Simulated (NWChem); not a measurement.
# One shape, several levels: CuCl (cuprous chloride)

We compute a comparison of 4 runs (HF/3-21G, CAM-B3LYP/def2-SVP, B3LYP/6-31G*) of CuCl (cuprous chloride). 

The results are computed with NWChem 7.3.0.

3 further runs of the same task are left out: 3 that didn't finish.

## Step 1: The structure to begin with

The species is CuCl (2 atoms), meant as a singlet with charge 0. SMILES: `[Cl][Cu]`. The coordinates come from a PBE0-D4/def2-TZVP relaxation.

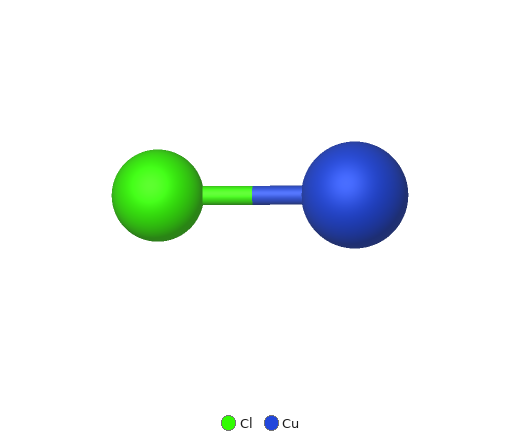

Viewed from a chosen angle; chlorine green, copper blue.

## Step 2: Energy and gradient at HF/3-21G (run 1)

File run.py:

```python
from ase import Atoms
from ase.calculators.nwchem import NWChem

mol = Atoms('ClCu', positions=[
    [0.898300, -0.345200, 0.446400],
    [-0.868800, 0.285000, -0.442400],
])

calc = NWChem(
    label='sp',
    theory='scf',
    memory='2200 mb',
    basis='3-21G',
    basispar='spherical bse',
    scf={'nopen': '0', 'rhf': None, 'thresh': '1e-08', 'maxiter': '80'},
)
mol.calc = calc

forces = mol.get_forces()
e = mol.get_potential_energy()
print(f"E = {e:.6f} eV")
print("forces (eV/A):")
for s, f in zip(mol.symbols, forces):
    print(f"{s:2s} {f[0]:10.5f} {f[1]:10.5f} {f[2]:10.5f}")
print("dipole (e A):", mol.get_dipole_moment().round(4))
```

Run with:

```console
$ export ASE_NWCHEM_COMMAND="nwchem PREFIX.nwi > PREFIX.nwo"
$ python run.py
```

Log:

```text
E = -56818.432082 eV
forces (eV/A):
Cl    0.18337   -0.06541    0.09225
Cu   -0.18337    0.06541   -0.09225
dipole (e A): [-1.205   0.4298 -0.6061]
```

The calculator wrote sp.nwi:

```
title "sp"

permanent_dir sp

scratch_dir sp

start sp

geometry units angstrom nocenter noautosym noautoz
  Cl 8.9829999999999999e-01 -3.4520000000000001e-01 4.4640000000000002e-01
  Cu -8.6880000000000002e-01 2.8499999999999998e-01 -4.4240000000000002e-01
end

memory 2200 mb

basis spherical bse noprint
   * library 3-21G
end

scf
  nopen 0
  rhf
  thresh 1e-08
  maxiter 80
end

task scf gradient
```

sp.nwo (excerpt; [...] marks lines left out):

```text
[...]
      One-electron energy =  -3163.905226941977
[... 1 line left out ...]
 Nuclear repulsion energy =    125.667086393481
[... 41 lines left out ...]
                       ROHF Final Molecular Orbital Analysis
[... 180 lines left out ...]
       Multipole analysis of the density wrt the origin
[...]
  wavefunction    =   RHF
                         RHF ENERGY GRADIENTS
    atom               coordinates                        gradient
                 x          y          z           x          y          z
   1 Cl      1.697541  -0.652333   0.843574   -0.003566   0.001272  -0.001794
   2 Cu     -1.641794   0.538572  -0.836015    0.003566  -0.001272   0.001794
[...]
```

Wall time 3.9 s (1 thread of Intel Xeon Platinum 8488C (Sapphire Rapids), shared host); peak memory 0.097 GiB.

## Step 3: Energy and gradient at CAM-B3LYP/def2-SVP (run 2)

File clcu.nw:

```
start clcu
title "ClCu"
memory 2200 mb

geometry units angstrom noautosym nocenter noautoz
   Cl       0.898300      -0.345200       0.446400
   Cu      -0.868800       0.285000      -0.442400
end

basis spherical bse
   * library def2-SVP
end

dft
   xc xcamb88 1.00 lyp 0.81 vwn_5 0.19 hfexch 1.00
   cam 0.33 cam_alpha 0.19 cam_beta 0.46
   grid xfine
   convergence energy 1e-08
   direct
   maxiter 100
   mulliken
   noprint "final vectors analysis"
end

task dft gradient
```

Run with:

```console
$ nwchem clcu.nw > clcu.out
```

Log:

```text
[...]
          Wavefunction type:  closed shell.
          No. of atoms     :     2
          No. of electrons :    46
[...]
          Charge           :     0
          Spin multiplicity:     1
[...]
          AO basis - number of functions:    49
[...]
              XC Information
              --------------
                     Hartree-Fock (Exact) Exchange  1.000
                   CAM-Becke88 Exchange Functional  1.000
                      VWN V Correlation Functional  0.190 local
              Lee-Yang-Parr Correlation Functional  0.810
[...]
 d= 0,ls=0.0,diis     1  -2100.3322959500 -2.23D+03  3.72D-02  1.82D+00     0.9
[...]
 d= 0,ls=0.0,diis    11  -2100.4736228637 -7.28D-09  1.75D-06  1.55D-09     8.0
         Total DFT energy =    -2100.473622863677
      One electron energy =    -3174.224083971539
           Coulomb energy =     1043.726185559055
    Exchange-Corr. energy =      -95.642810844674
 Nuclear repulsion energy =      125.667086393481
[...]
      Total Density - Mulliken Population Analysis
     ---------------------------------------------
    Atom       Charge   Shell Charges
 -----------   ------   -------------------------------------------------------
    1 Cl  17    17.35   2.00  1.98  1.23  0.71  5.93  2.14  3.33  0.01
    2 Cu  29    28.65   2.00  2.00  2.00  0.60 -0.03  6.00  6.00  0.22  7.89  1.98  0.00
[...]
  wavefunction    = closed shell
[...]
                         DFT ENERGY GRADIENTS
    atom               coordinates                        gradient
                 x          y          z           x          y          z
   1 Cl      1.697541  -0.652333   0.843574   -0.000350   0.000125  -0.000176
   2 Cu     -1.641794   0.538572  -0.836015    0.000350  -0.000125   0.000176
[...]
```

Wall time 11 s (1 thread of Intel Xeon Platinum 8488C (Sapphire Rapids), shared host); peak memory 0.12 GiB.

Run 3 isn't shown in full; the table further down has it.

## Step 4: Energy and forces at B3LYP/6-31G(d) (Cartesian functions) (run 4)

File run.py:

```python
from ase import Atoms
from ase.calculators.nwchem import NWChem

atoms = Atoms(['Cl', 'Cu'], positions=[
    [0.898300, -0.345200, 0.446400],
    [-0.868800, 0.285000, -0.442400],
])

calc = NWChem(
    label='geom',
    theory='dft',
    memory='2200 mb',
    basis='6-31G*',
    dft={'xc': 'b3lyp', 'mult': '1', 'grid': 'xfine', 'convergence': 'energy 1e-08', 'iterations': '100', 'mulliken': None},
)
atoms.calc = calc

forces = atoms.get_forces()
print("Total energy (eV):", round(atoms.get_potential_energy(), 6))
print("forces (eV/A):")
for s, f in zip(atoms.symbols, forces):
    print(f"{s:2s} {f[0]:10.5f} {f[1]:10.5f} {f[2]:10.5f}")
print("dipole (e A):", atoms.get_dipole_moment().round(4))
```

Run with:

```console
$ export ASE_NWCHEM_COMMAND="nwchem PREFIX.nwi > PREFIX.nwo"
$ python run.py
```

Log:

```text
Total energy (eV): -57156.266037
forces (eV/A):
Cl   -1.03106    0.36772   -0.51859
Cu    1.03106   -0.36772    0.51859
dipole (e A): [-0.8839  0.3152 -0.4446]
```

The calculator wrote geom.nwi:

```
title "geom"

permanent_dir geom

scratch_dir geom

start geom

geometry units angstrom nocenter noautosym noautoz
  Cl 8.9829999999999999e-01 -3.4520000000000001e-01 4.4640000000000002e-01
  Cu -8.6880000000000002e-01 2.8499999999999998e-01 -4.4240000000000002e-01
end

memory 2200 mb

basis noprint
   * library 6-31G*
end

dft
  xc b3lyp
  mult 1
  grid xfine
  convergence energy 1e-08
  iterations 100
  mulliken
end

task dft gradient
```

geom.nwo (excerpt; [...] marks lines left out):

```text
[...]
         Total DFT energy =    -2100.454052070564
[...]
  wavefunction    = closed shell
                         DFT ENERGY GRADIENTS
    atom               coordinates                        gradient
                 x          y          z           x          y          z
   1 Cl      1.697541  -0.652333   0.843574    0.020051  -0.007151   0.010085
   2 Cu     -1.641794   0.538572  -0.836015   -0.020051   0.007151  -0.010085
[...]
```

Wall time 62 s (1 thread of Intel Xeon Platinum 8488C (Sapphire Rapids), shared host); peak memory 0.12 GiB.

## Step 5: The series

| run | level | iteration cap | module | energy (Eh) | dipole moment (D) | HOMO energy (eV) | LUMO energy (eV) | wall time |
| --- | --- | --- | --- | --- | --- | --- | --- | --- |
| 1 | HF/3-21G | 80 | scf | -2088.038883 | 6.80 | -9.53 | 0.01 | 3.9 s |
| 2 | CAM-B3LYP/def2-SVP | 100 | dft | -2100.473623 | 5.26 | – | – | 11 s |
| 3 | B3LYP/6-31G* (spherical functions) | 100 | dft | -2100.443722 | 4.95 | -6.14 | -3.09 | 59 s |
| 4 | B3LYP/6-31G* (Cartesian functions) | 100 | dft | -2100.454052 | 4.99 | -6.15 | -3.08 | 62 s |

## Step 6: Summary of results

| quantity | value |
| --- | --- |
| run 4: total energy | -2100.45405 Eh |
| run 4: dipole moment | 4.99 D |
| run 4: HOMO energy | -6.15 eV |
| run 4: LUMO energy | -3.08 eV |
| run 4: HOMO–LUMO gap | 3.07 eV |
| run 4: largest force on an atom | 1.211 eV/Å |

What this shows: The dipole moment (its size) runs from 4.95 D (B3LYP/6-31G*) to 6.80 D (HF/3-21G). The two ends differ in method and basis. Over runs 1, 3, 4 the HOMO–LUMO gap runs from 3.05 eV (B3LYP/6-31G*) to 9.55 eV (HF/3-21G). Totals of different functionals can't be ranked against each other. All runs together took 2.3 min, the longest 62 s.
